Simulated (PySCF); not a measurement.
C₄H₅FOSi

```yaml
atoms:
  - { symbol: O, position_ang: [-1.0110, -2.3390, 0.3552] }
  - { symbol: C, position_ang: [-0.4783, -1.2618, 0.2403] }
  - { symbol: C, position_ang: [0.9771, -1.0679, 0.1777] }
  - { symbol: C, position_ang: [1.3815, 0.1713, -0.1087] }
  - { symbol: F, position_ang: [2.6799, 0.4837, -0.2193] }
  - { symbol: Si, position_ang: [-0.0375, 1.4083, -0.3519] }
  - { symbol: C, position_ang: [-1.2612, 0.0417, 0.1374] }
  - { symbol: H, position_ang: [1.6286, -1.9137, 0.3340] }
  - { symbol: H, position_ang: [-0.1267, 1.8375, -1.7458] }
  - { symbol: H, position_ang: [0.0578, 2.5269, 0.5836] }
  - { symbol: H, position_ang: [-1.7111, 0.2203, 1.1157] }
  - { symbol: H, position_ang: [-2.0978, -0.1080, -0.5442] }
```

Geometry: GFN2-xTB.

Level of theory: PBE0/pcSseg-1, SCF density, gas phase, non-relativistic in PySCF 2.14.0.

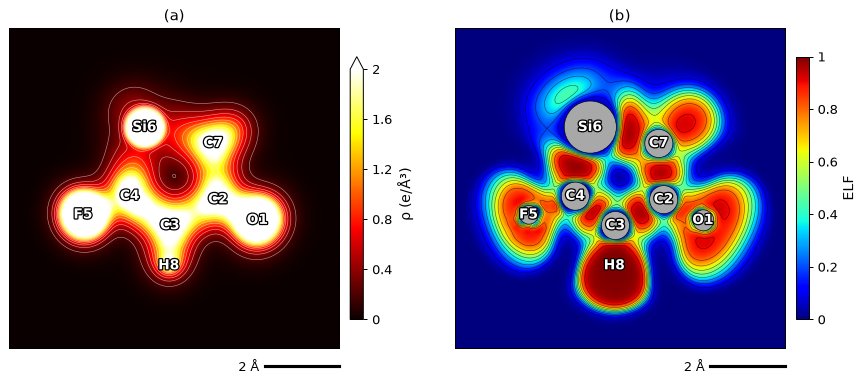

Figure 1. (a) electron density; (b) electron localisation function on the plane of atoms C2, C3 and C4. Grey discs cover the atomic cores in the ELF map.

> What does the map show?

The plane passes through O, C, F, Si and H nuclei. C–O (1.21 Å): ρ is about 3.3 e/Å³ halfway; the ELF peaks at about 0.85 between the atoms; a short, multiple covalent bond. C–C (1.33 Å): ρ is about 2.3 e/Å³ halfway; the ELF peaks at about 0.95 between the atoms (a multiple bond). C–F (1.34 Å): ρ at the midpoint is about 2.3 e/Å³; the ELF peaks at about 0.85 between the atoms, as expected for a polar covalent bond. C–Si (1.90 Å): the density is about 0.92 e/Å³ at the midpoint; the ELF peaks at about 1 between the atoms; a covalent bond. C–H (1.08 Å): ρ at the midpoint is about 2 e/Å³; the ELF climbs to about 1 towards the hydrogen, as it does in any bond to H (a covalent bond by its length). The ELF also peaks beside O1 and F5, away from the bonds: lone-pair regions.

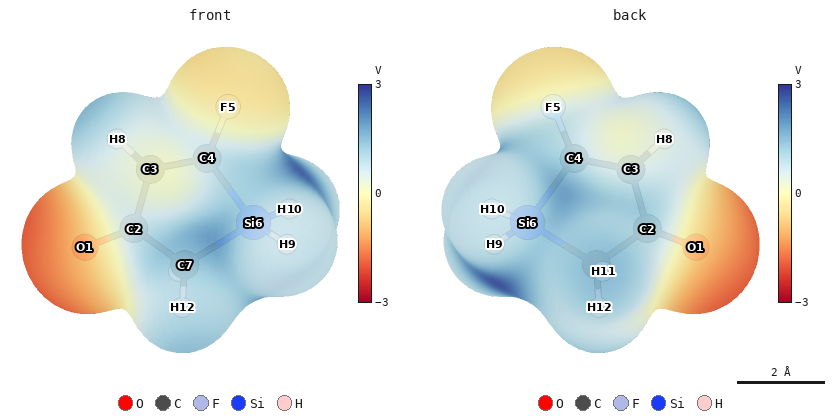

Figure 2. The electrostatic potential painted on the density surface at 0.004 e/bohr³, seen from the front and from behind; red is negative and blue positive.

> Where is the surface potential most negative and most positive?

The most negative region (about −1.9 V) lies over O1, the most positive (about +2.6 V) over Si6. O1 is the likeliest acceptor of a hydrogen bond.

> What dipole moment does the calculation give?

Its dipole moment is 2.92 D.
